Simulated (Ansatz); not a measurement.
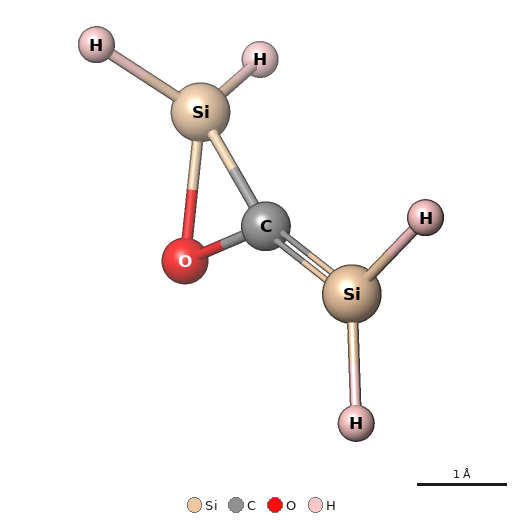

Distant atoms are faded towards the background colour. The computed structure is the end point of a PBE0-D4/def2-TZVP optimisation. No frequency run is at hand to confirm it as a minimum. Masses are those of the most abundant isotopes; constants are for the rigid equilibrium geometry.

Q: What kind of rotor is it, and what are its rotational constants in MHz?

A: An asymmetric top (Cs): A = 15989, B = 2503, C = 2223 MHz. Ray's parameter κ is −0.96, close to the prolate limit.
